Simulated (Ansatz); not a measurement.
# SiH3Cl + SiH3 radical: a complex and its separated parts

Aim: how far the complex at one end of a reaction step lies below its separated, relaxed parts, level by level.

The runs use Ansatz 0.2.0, Gaussian basis; PBE0-D4/def2-TZVP structures, single points in def2-TZVPP, no counterpoise correction.

Levels: SPW92, PBE-D4, BLYP-D4, r2SCAN-D4, B97M-V, PBE0-D4, B3LYP-D4, r2SCAN0-D4, BHLYP-D4, CAM-B3LYP-D4, wB97X-V, wB97M-V, B2PLYP, PBE-QIDH, RPA on PBE, Hartree-Fock, MP2, CCSD, CCSD(T).

Cores are frozen in the correlated methods. Orbitals are unrestricted. B3LYP uses VWN-RPA correlation. B2PLYP carries no dispersion term here.

20 further runs of the same task are left out: 20 set aside as unsound or not needed.

### 1 The system as given

The complex: 9 atoms, charge 0, spin multiplicity 2.

Atoms are counted from 1 here; the program's logs count them from 0.

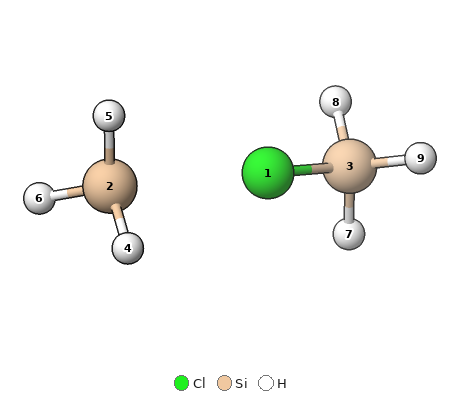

Start geometry, drawn with chlorine green, silicon light orange, hydrogen white; atoms are numbered from 1 in the order of the file.

Geometry (Å):

```xyz
9
charge 0, multiplicity 2
Cl    0.5480   -0.5811    0.3121
Si   -1.9902    2.1471   -1.1327
Si    1.8470   -1.9907    1.0513
H    -2.2448    1.8132   -2.5584
H    -3.2405    2.0690   -0.3331
H    -1.3533    3.4835   -1.0014
H     3.1287   -1.8802    0.3179
H     2.0540   -1.7294    2.4941
H     1.2513   -3.3313    0.8501
```

Its parts: SiH3Cl holds atoms 1, 3, 7, 8, 9; SiH3 radical holds atoms 2, 4, 5, 6. Each part counts its atoms afresh in its own runs.

### 2 Relaxing SiH3Cl alone

Contents of relax-a/in.yaml:

```yaml
crystal:
  periodic: [false, false, false]
  atoms:
    - {symbol: Cl, position_ang: [0.547954, -0.581128, 0.312136]}
    - {symbol: Si, position_ang: [1.847039, -1.990667, 1.051322]}
    - {symbol: H, position_ang: [3.128691, -1.880203, 0.317874]}
    - {symbol: H, position_ang: [2.054047, -1.729376, 2.494115]}
    - {symbol: H, position_ang: [1.251287, -3.331325, 0.850054]}
basis:
  gaussian: {orbitals: def2-TZVP}
hamiltonian: {xc: pbe0, dispersion: d4}
relax: {f_tol: 0.005, max_steps: 200}
```

The command line of these runs was not kept.

Log, cut to the lines that bear on the results:

```text
Functional definition: PBE0
  name "PBE0"
  cite "Adamo & Barone, J. Chem. Phys. 110, 6158 (1999) doi:10.1063/1.478522"
  cite "Perdew, Burke & Ernzerhof, Phys. Rev. Lett. 77, 3865 (1996) doi:10.1103/PhysRevLett.77.3865"
  parent pbe
[...]
668 factors; their error is unknown
[...]
mean field -20443.33419372 eV, -751.2786746295 hartree, gradient 1.5e-5 eV, S^2 0.000000; 0 other end points of the search recorded, 0 dependent functions left out
[...]
reference -20443.33422013 eV, -751.2786756001 hartree; 17, 17 occupied and 75, 75 virtual orbitals, 668 factors
relax step   1: F+E_penalty+E_count = -20443.39650498 eV  Δ(F+E_penalty+E_count) = +0.000e0 eV  max|allowed force component| = 1.258e-2 eV/Å  Δτ_max = 0.0000 Å  (24 SCF iters, accepted)
[...]
relax step   2: F+E_penalty+E_count = -20443.39651336 eV  Δ(F+E_penalty+E_count) = -8.375e-6 eV  max|allowed force component| = 1.555e-3 eV/Å  Δτ_max = 0.0012 Å  (17 SCF iters, accepted)
668 factors; their error is unknown
[...]
mean field -20443.33419479 eV, -751.2786746689 hartree, gradient 3.6e-5 eV, S^2 0.000000; 1 other end points of the search recorded, 0 dependent functions left out
[...]
reference -20443.33422120 eV, -751.2786756395 hartree; 17, 17 occupied and 75, 75 virtual orbitals, 668 factors
Total energy: -20443.39653977 eV, -751.2809658046 hartree
Atom 0 at     0.548750    -0.581952     0.312586 Å, force    -0.001227     0.001284    -0.000695 eV/Å
Atom 1 at     1.847180    -1.990845     1.051404 Å, force    -0.001387     0.001555    -0.000793 eV/Å
Atom 2 at     3.128496    -1.879802     0.317577 Å, force     0.000357    -0.001195     0.000972 eV/Å
Atom 3 at     2.053715    -1.728956     2.494095 Å, force     0.000921    -0.001274    -0.000170 eV/Å
Atom 4 at     1.250877    -3.331143     0.849839 Å, force     0.001337    -0.000370     0.000686 eV/Å
Dipole moment:     0.166001    -0.180131     0.094456 e Å
```

Wall time 0.85 s (4 threads, shared host); peak memory 0.16 GiB.

Relaxation path:

```tsv
step	energy from step 1 (eV)	largest force component (eV/Å)
1	0.0000	0.0126
2	0.0000	0.0016
```

Distances of close pairs at the start and the end, largest changes first:

```tsv
bond	before (Å)	after (Å)	change (Å)
Cl1–Si2	2.054	2.053	-0.001
Si2–H5	1.481	1.481	-0.000
Si2–H3	1.481	1.481	-0.000
Si2–H4	1.481	1.481	-0.000
```

### 3 Relaxing SiH3 radical alone

Contents of relax-b/in.yaml:

```yaml
crystal:
  periodic: [false, false, false]
  atoms:
    - {symbol: Si, position_ang: [-1.990198, 2.147072, -1.132704]}
    - {symbol: H, position_ang: [-2.244763, 1.813160, -2.558372]}
    - {symbol: H, position_ang: [-3.240525, 2.068979, -0.333069]}
    - {symbol: H, position_ang: [-1.353333, 3.483489, -1.001357]}
basis:
  gaussian: {orbitals: def2-TZVP}
magnetization: {spin_polarized: true, initial_magnetization: 1}
hamiltonian: {xc: pbe0, dispersion: d4}
relax: {f_tol: 0.005, max_steps: 200}
```

Log, cut to the lines that bear on the results:

```text
[... 5 set-up lines as earlier in the session ...]
[...]
400 factors; their error is unknown
[...]
mean field -7921.47171396 eV, -291.1087161215 hartree, gradient 2.1e-5 eV, S^2 0.752982; 0 other end points of the search recorded, 0 dependent functions left out
[...]
reference -7921.47174045 eV, -291.1087170952 hartree; 9, 8 occupied and 46, 47 virtual orbitals, 400 factors
relax step   1: F+E_penalty+E_count = -7921.49973624 eV  Δ(F+E_penalty+E_count) = +0.000e0 eV  max|allowed force component| = 1.234e-2 eV/Å  Δτ_max = 0.0000 Å  (25 SCF iters, accepted)
[...]
relax step   2: F+E_penalty+E_count = -7921.49976089 eV  Δ(F+E_penalty+E_count) = -2.466e-5 eV  max|allowed force component| = 2.747e-3 eV/Å  Δτ_max = 0.0025 Å  (20 SCF iters, accepted)
400 factors; their error is unknown
[...]
mean field -7921.47174101 eV, -291.1087171156 hartree, gradient 7.7e-5 eV, S^2 0.753000; 1 other end points of the search recorded, 0 dependent functions left out
[...]
reference -7921.47176752 eV, -291.1087180899 hartree; 9, 8 occupied and 46, 47 virtual orbitals, 400 factors
Total energy: -7921.49978741 eV, -291.1097478018 hartree
Atom 0 at    -1.991796     2.148781    -1.133616 Å, force     0.000163    -0.000115     0.000086 eV/Å
Atom 1 at    -2.244208     1.812146    -2.558938 Å, force    -0.000123     0.001466     0.002747 eV/Å
Atom 2 at    -3.240657     2.068142    -0.332100 Å, force     0.002068     0.000903    -0.002150 eV/Å
Atom 3 at    -1.352158     3.483631    -1.000847 Å, force    -0.002108    -0.002253    -0.000684 eV/Å
Dipole moment:     0.004176    -0.004449     0.002380 e Å
```

Wall time 0.55 s (4 threads, shared host).

Relaxation path:

```tsv
step	energy from step 1 (eV)	largest force component (eV/Å)
1	0.0000	0.0123
2	0.0000	0.0027
```

Close pairs (by a distance rule), those that changed most:

```tsv
bond	before (Å)	after (Å)	change (Å)
Si1–H4	1.486	1.486	-0.000
Si1–H3	1.486	1.486	-0.000
Si1–H2	1.486	1.486	-0.000
```

### 4 wB97M-V/def2-TZVPP

Contents of parta/in.yaml:

```yaml
crystal:
  periodic: [false, false, false]
  atoms:
    - {symbol: Cl, position_ang: [0.548750, -0.581952, 0.312586]}
    - {symbol: Si, position_ang: [1.847180, -1.990845, 1.051404]}
    - {symbol: H, position_ang: [3.128496, -1.879802, 0.317577]}
    - {symbol: H, position_ang: [2.053715, -1.728956, 2.494095]}
    - {symbol: H, position_ang: [1.250877, -3.331143, 0.849839]}
basis:
  gaussian: {orbitals: def2-TZVPP}
hamiltonian: {xc: {name: wB97M-V}}
```

Contents of partb/in.yaml:

```yaml
crystal:
  periodic: [false, false, false]
  atoms:
    - {symbol: Si, position_ang: [-1.991796, 2.148781, -1.133616]}
    - {symbol: H, position_ang: [-2.244208, 1.812146, -2.558938]}
    - {symbol: H, position_ang: [-3.240657, 2.068142, -0.332100]}
    - {symbol: H, position_ang: [-1.352158, 3.483631, -1.000847]}
basis:
  gaussian: {orbitals: def2-TZVPP}
magnetization: {spin_polarized: true, initial_magnetization: 1}
hamiltonian: {xc: {name: wB97M-V}}
```

Log of parta, cut to the lines that bear on the results:

```text
Functional definition: wB97M-V
  name "wB97M-V"
  cite "Mardirossian & Head-Gordon, J. Chem. Phys. 144, 214110 (2016) doi:10.1063/1.4952647"
  cite "Becke, J. Chem. Phys. 107, 8554 (1997) doi:10.1063/1.475007"
  cite "Vydrov & Van Voorhis, J. Chem. Phys. 133, 244103 (2010) doi:10.1063/1.3521275"
  # Of w^i u^j: cxij and so on, Table III.
[...]
  gx(w, u) = 1 - cx + cx01*u + cx10*w
  gss(w, u) = css00 + css04*u^4 + css10*w + css20*w^2 + css43*w^4*u^3
  gos(w, u) = cos00 + cos10*w + (cos20 + cos21*u)*w^2 + (cos60 + cos61*u)*w^6
[...]
      + integral(e_c_pw_mod_opposite_spin*gos(b97_w_opposite, b97_u_opposite)) + vv10(b, c)
778 factors; their error is unknown
157 factors; integrals over basis functions are off by at most 3.6e-5 eV
[...]
mean field -20449.42491581 eV, -751.5025045380 hartree, gradient 1.8e-5 eV, S^2 0.000000; 0 other end points of the search recorded, 0 dependent functions left out
reference -20449.42495643 eV, -751.5025060306 hartree; 17, 17 occupied and 109, 109 virtual orbitals, 778 factors
Total energy: -20449.42495643 eV, -751.5025060306 hartree
```

Log of partb, cut to the lines that bear on the results:

```text
[... 5 set-up lines as earlier in the session ...]
  # Of w^i u^j: cxij and so on, Table III.
[...]
  gx(w, u) = 1 - cx + cx01*u + cx10*w
  gss(w, u) = css00 + css04*u^4 + css10*w + css20*w^2 + css43*w^4*u^3
  gos(w, u) = cos00 + cos10*w + (cos20 + cos21*u)*w^2 + (cos60 + cos61*u)*w^6
[...]
      + integral(e_c_pw_mod_opposite_spin*gos(b97_w_opposite, b97_u_opposite)) + vv10(b, c)
468 factors; their error is unknown
115 factors; integrals over basis functions are off by at most 1.2e-5 eV
[...]
mean field -7923.88132265 eV, -291.1972676078 hartree, gradient 8.3e-5 eV, S^2 0.751151; 0 other end points of the search recorded, 0 dependent functions left out
reference -7923.88136103 eV, -291.1972690181 hartree; 9, 8 occupied and 75, 76 virtual orbitals, 468 factors
Total energy: -7923.88136103 eV, -291.1972690181 hartree
```

Times: 0.95 s (parta), 0.6 s (partb) on 4 threads, shared host; peak memory 0.27 GiB.

### 5 CCSD(T)/def2-TZVPP

parta/in.yaml: that of step 4 with these lines changed.

```diff
@@ -10,2 +10,2 @@
   gaussian: {orbitals: def2-TZVPP}
-hamiltonian: {xc: {name: wB97M-V}}
+correlation: {method: ccsd_t}
```

partb/in.yaml: that of step 4 with these lines changed.

```diff
@@ -10,2 +10,3 @@
 magnetization: {spin_polarized: true, initial_magnetization: 1}
-hamiltonian: {xc: {name: wB97M-V}}
+correlation: {method: ccsd_t}
+scf: {omitted_lower_state_checks: [cluster_reference]}
```

Output in parta, cut to the lines that bear on the results:

```text
Functional definition: HF
  name "HF"
  cite "Fock, Z. Phys. 61, 126 (1930) doi:10.1007/BF01340294"
[... 1 set-up line as earlier in the session ...]
[...]
716 factors; integrals over basis functions are off by at most 6.8e-4 eV
[...]
mean field -20415.29439286 eV, -750.2482309540 hartree, gradient 2.2e-6 eV, S^2 0.000000; 0 other end points of the search recorded, 0 dependent functions left out
10 core orbitals not correlated: weight in the atoms' cores, before any rotation towards them, 1.000 or more for the frozen orbitals, at most 0.000 for the correlated occupied ones
reference -20415.29439286 eV, -750.2482309540 hartree; 7, 7 occupied and 109, 109 virtual orbitals, 716 factors
second order -8.72233061 eV of doubles, -0.00000000 eV of singles
cycle   1  -9.46501553 eV  change   -7.4e-1 eV  update   6.2e-2
[...]
cycle   8  -9.75732956 eV  change   -1.1e-5 eV  update   1.1e-5
perturbative correction -0.34572396 eV, -0.0127051212 hartree
Total energy: -20425.39744638 eV, -750.6195113229 hartree
```

Log of partb, cut to the lines that bear on the results:

```text
[... 4 set-up lines as earlier in the session ...]
[...]
467 factors; integrals over basis functions are off by at most 7.7e-4 eV
[...]
mean field -7908.64342018 eV, -290.6372850205 hartree, gradient 9.9e-6 eV, S^2 0.755042; 0 other end points of the search recorded, 0 dependent functions left out
5 core orbitals not correlated: weight in the atoms' cores, before any rotation towards them, 1.000 or more for the frozen orbitals, at most 0.000 for the correlated occupied ones
reference -7908.64342018 eV, -290.6372850205 hartree; 4, 3 occupied and 75, 76 virtual orbitals, 467 factors
second order -3.17773313 eV of doubles, -0.00000000 eV of singles
cycle   1  -3.68593161 eV  change   -5.1e-1 eV  update   5.4e-2
[...]
cycle   9  -3.89198617 eV  change    6.9e-6 eV  update   7.1e-6
perturbative correction -0.09595078 eV, -0.0035261263 hartree
Total energy: -7912.63135713 eV, -290.7838390003 hartree
Checks for a lower state left out: cluster_reference
```

Times: 1.1 s (parta), 0.55 s (partb) on 4 threads, shared host; peak memory 0.52 GiB.

### 6 Vibrations of SiH3Cl

Contents of vib-parta/in.yaml:

```yaml
crystal:
  periodic: [false, false, false]
  atoms:
    - {symbol: Cl, position_ang: [0.548750, -0.581952, 0.312586]}
    - {symbol: Si, position_ang: [1.847180, -1.990845, 1.051404]}
    - {symbol: H, position_ang: [3.128496, -1.879802, 0.317577]}
    - {symbol: H, position_ang: [2.053715, -1.728956, 2.494095]}
    - {symbol: H, position_ang: [1.250877, -3.331143, 0.849839]}
basis:
  gaussian: {orbitals: def2-TZVP}
hamiltonian: {xc: pbe0, dispersion: d4}
phonons: {temperatures: {t_min: 298.15, t_max: 900, t_step: 200}}
```

Log, cut to the lines that bear on the results:

```text
[... 5 set-up lines as earlier in the session ...]
[...]
668 factors; their error is unknown
[...]
mean field -20443.33419479 eV, -751.2786746689 hartree, gradient 1.5e-5 eV, S^2 0.000000; 0 other end points of the search recorded, 0 dependent functions left out
[...]
reference -20443.33422120 eV, -751.2786756394 hartree; 17, 17 occupied and 75, 75 virtual orbitals, 668 factors
[... from here to the last solve, the lines of the solves are left out (17 solves) ...]
668 factors; their error is unknown
[...]
mean field -20443.33416880 eV, -751.2786737139 hartree, gradient 1.6e-6 eV, S^2 0.000000; 0 other end points of the search recorded, 0 dependent functions left out
[...]
reference -20443.33419521 eV, -751.2786746844 hartree; 17, 17 occupied and 75, 75 virtual orbitals, 668 factors
Total energy: -20443.39653977 eV, -751.2809658046 hartree
Atom 0 at     0.548750    -0.581952     0.312586 Å, force    -0.001230     0.001285    -0.000697 eV/Å
Atom 1 at     1.847180    -1.990845     1.051404 Å, force    -0.001381     0.001556    -0.000790 eV/Å
Atom 2 at     3.128496    -1.879802     0.317577 Å, force     0.000356    -0.001196     0.000971 eV/Å
Atom 3 at     2.053715    -1.728956     2.494095 Å, force     0.000920    -0.001275    -0.000170 eV/Å
Atom 4 at     1.250877    -3.331143     0.849839 Å, force     0.001336    -0.000371     0.000685 eV/Å
Dipole moment:     0.166000    -0.180130     0.094456 e Å
Vibrations: 552.24 656.52 656.54 943.69 947.23 947.24 2248.79 2261.08 2261.09 cm⁻¹, zero-point energy 0.711324 eV
```

Run time: 3.9 s. Hardware: 4 threads, shared host; peak memory 0.16 GiB.

Wavenumbers and character of the modes:

```tsv
mode	wavenumber (cm⁻¹)	character
1	552	Si–Cl stretch
2	657	bend
3	657	bend
4	944	bend
5	947	bend
6	947	bend
7	2249	Si–H stretch
8	2261	Si–H stretch
9	2261	Si–H stretch
```

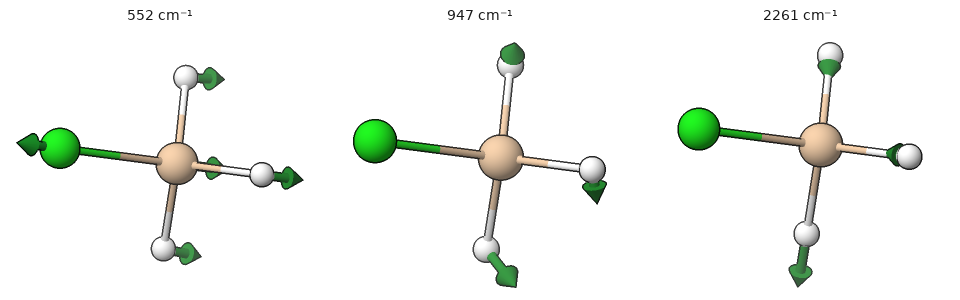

Displacements of 3 modes, as arrows.

Vibrational sums (real modes only):

```tsv
T (K)	entropy (J/mol/K)	heat capacity (J/mol/K)
298	6.8	18.0
498	20.2	34.6
698	33.7	45.4
898	46.1	52.9
```

### 7 Vibrations of SiH3 radical

Contents of vib-partb/in.yaml:

```yaml
crystal:
  periodic: [false, false, false]
  atoms:
    - {symbol: Si, position_ang: [-1.991796, 2.148781, -1.133616]}
    - {symbol: H, position_ang: [-2.244208, 1.812146, -2.558938]}
    - {symbol: H, position_ang: [-3.240657, 2.068142, -0.332100]}
    - {symbol: H, position_ang: [-1.352158, 3.483631, -1.000847]}
basis:
  gaussian: {orbitals: def2-TZVP}
magnetization: {spin_polarized: true, initial_magnetization: 1}
hamiltonian: {xc: pbe0, dispersion: d4}
phonons: {temperatures: {t_min: 298.15, t_max: 900, t_step: 200}}
```

Log, cut to the lines that bear on the results:

```text
[... 5 set-up lines as earlier in the session ...]
[...]
400 factors; their error is unknown
[...]
mean field -7921.47174101 eV, -291.1087171156 hartree, gradient 2.1e-5 eV, S^2 0.753000; 0 other end points of the search recorded, 0 dependent functions left out
[...]
reference -7921.47176752 eV, -291.1087180900 hartree; 9, 8 occupied and 46, 47 virtual orbitals, 400 factors
[...]
400 factors; their error is unknown
[...]
mean field -7921.47168794 eV, -291.1087151654 hartree, gradient 9.0e-7 eV, S^2 0.753009; 0 other end points of the search recorded, 0 dependent functions left out
[...]
reference -7921.47171446 eV, -291.1087161398 hartree; 9, 8 occupied and 46, 47 virtual orbitals, 400 factors
[...]
reference -7921.47174669 eV, -291.1087173246 hartree; 9, 8 occupied and 46, 47 virtual orbitals, 400 factors
[...]
400 factors; their error is unknown
mean field -7921.47171095 eV, -291.1087160109 hartree, gradient 1.4e-6 eV, S^2 0.752998; 0 other end points of the search recorded, 0 dependent functions left out
[...]
reference -7921.47173746 eV, -291.1087169852 hartree; 9, 8 occupied and 46, 47 virtual orbitals, 400 factors
Total energy: -7921.49978741 eV, -291.1097478018 hartree
Atom 0 at    -1.991796     2.148781    -1.133616 Å, force     0.000132    -0.000141     0.000076 eV/Å
Atom 1 at    -2.244208     1.812146    -2.558938 Å, force    -0.000120     0.001469     0.002764 eV/Å
Atom 2 at    -3.240657     2.068142    -0.332100 Å, force     0.002081     0.000901    -0.002158 eV/Å
Atom 3 at    -1.352158     3.483631    -1.000847 Å, force    -0.002093    -0.002229    -0.000682 eV/Å
Dipole moment:     0.004178    -0.004448     0.002380 e Å
Vibrations: 746.79 926.82 926.84 2202.98 2241.24 2241.24 cm⁻¹, zero-point energy 0.575653 eV
```

It took 1.6 s on 4 threads, shared host.

Wavenumbers and character of the modes:

```tsv
mode	wavenumber (cm⁻¹)	character
1	747	bend
2	927	bend
3	927	bend
4	2203	Si–H stretch
5	2241	Si–H stretch
6	2241	Si–H stretch
```

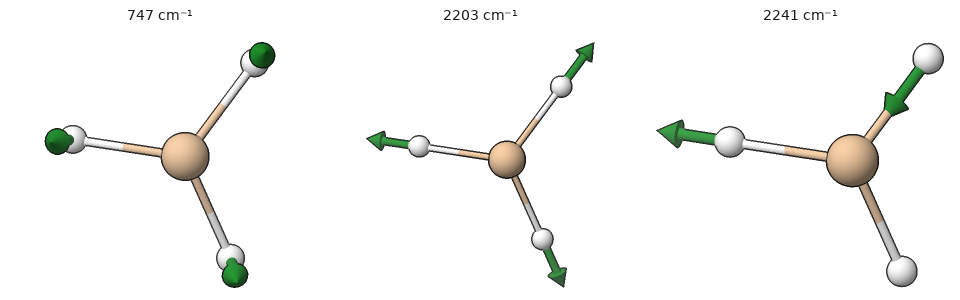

How the atoms move in 3 of the modes.

Vibrational sums (real modes only):

```tsv
T (K)	entropy (J/mol/K)	heat capacity (J/mol/K)
298	2.1	7.1
498	8.1	16.8
698	15.1	24.7
898	22.1	30.8
```

### 8 Complex less separated parts

The complex's own energies come from single points at the same levels. Levels not printed above were run the same way.

Rows are in def2-TZVPP; times add the 3 runs of a level on a shared host, so small differences are noise.

Differences are taken before rounding.

```tsv
method	rung	complex less parts (kcal/mol)	from CCSD(T) (kcal/mol)	time
SPW92	LDA	-1.19	-1.01	1.1 s
PBE-D4	GGA	-0.87	-0.70	1.6 s
BLYP-D4	GGA	-0.83	-0.65	1.6 s
r2SCAN-D4	meta-GGA	-0.50	-0.32	3 s
B97M-V	meta-GGA	-0.75	-0.57	5.1 s
PBE0-D4	hybrid	-0.67	-0.49	2.3 s
B3LYP-D4	hybrid	-0.78	-0.60	2.2 s
r2SCAN0-D4	hybrid	-0.54	-0.36	3.8 s
BHLYP-D4	hybrid	-0.70	-0.52	2.4 s
CAM-B3LYP-D4	range-separated hybrid	-0.65	-0.47	2.5 s
wB97X-V	range-separated hybrid	-0.33	-0.15	5 s
wB97M-V	range-separated hybrid	-0.26	-0.08	5.8 s
B2PLYP	double hybrid	0.04	+0.22	3 s
PBE-QIDH	double hybrid	-0.07	+0.11	2.9 s
RPA on PBE	RPA	0.05	+0.23	2.5 s
Hartree-Fock	wavefunction	0.76	+0.94	
MP2	wavefunction	-0.18	0.00	
CCSD	wavefunction	-0.05	+0.13	
CCSD(T)	wavefunction	-0.18	0	36 s
```

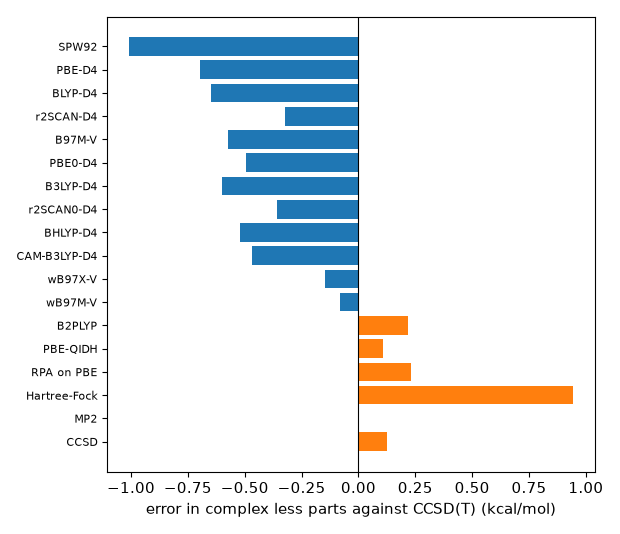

How far each level lands from CCSD(T).

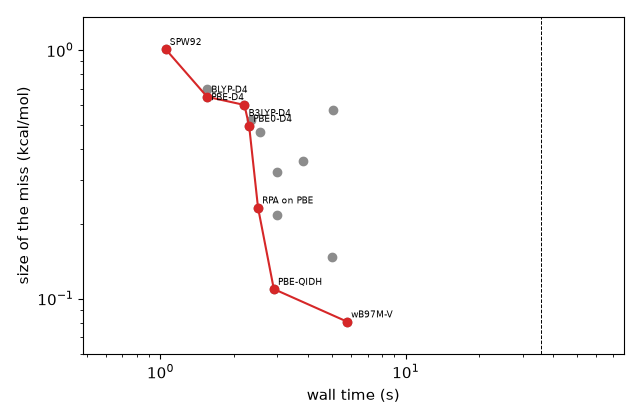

Miss against cost. Red marks the levels that no quicker level drawn beats (of those quicker than the yardstick), and the dashed line is the time of CCSD(T). Only those levels and the largest misses are named. Times are from a shared host.

For cost: wB97M-V gets within 0.08 kcal/mol in 5.8 s, where CCSD(T) took 36 s; the quickest level in the cost chart, SPW92, takes 1.1 s and misses by 1.01 kcal/mol.

The complex's zero-point energy, from a separate PBE0-D4 run, is 1.290 eV.

### 9 Summary of results

| quantity | value |
| --- | --- |
| complex less parts, CCSD(T)/def2-TZVPP | -0.18 kcal/mol |
| with zero-point energy | -0.11 kcal/mol |
| largest T1 diagnostic | 0.016 |

In words: At CCSD(T) the complex lies 0.18 kcal/mol below its parts. wB97M-V is the best functional here (-0.08 kcal/mol from CCSD(T)); SPW92 is the worst (-1.01 kcal/mol). Mean unsigned error by rung: LDA 1.01, GGA 0.67, meta-GGA 0.45, hybrid 0.49, range-separated hybrid 0.23, double hybrid 0.16 kcal/mol. PBE-D4 gives a relative energy 0.70 kcal/mol too low, an error of 390 % of the reference. The complex's frequency run has imaginary modes: the structure is no minimum, so both the energy and the zero-point correction are in doubt. No counterpoise was applied, and triple zeta lacks some correlation, so the CCSD(T) reference has a basis error of its own, and close matches with it are partly luck.
